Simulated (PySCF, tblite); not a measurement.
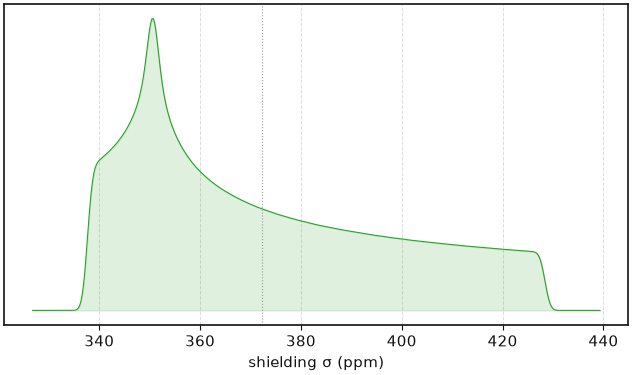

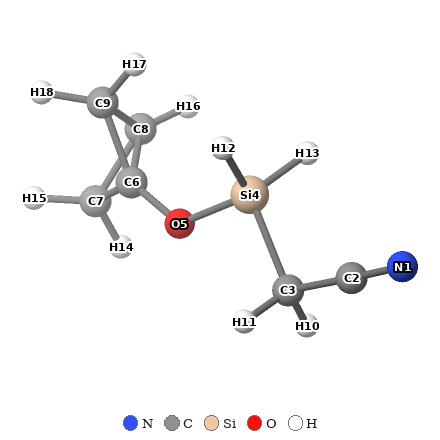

Static powder pattern (²⁹Si) from GIAO shielding tensors of C₆H₉NOSi, SMILES N#CC[SiH2]O[C@]12C[C@H]1C2, PBE0/pcSseg-1 with PySCF 2.14.0, at a GFN2-xTB geometry (a minimum by its frequencies); absolute shielding, one fixed geometry of the isolated molecule without any motion, no dipolar terms. The dotted line is the isotropic value; skew is 3(σiso − σ22)/span.

Q: The pattern belongs to Si4. Give the principal values, span and skew.

A: Si4: σ11, σ22, σ33 = 338, 351, 428 ppm, isotropic 372, span 91 ppm, skew 0.71.

Caveats: the tight-binding geometry is rougher than a DFT one and adds to the error; one conformer of a flexible molecule.
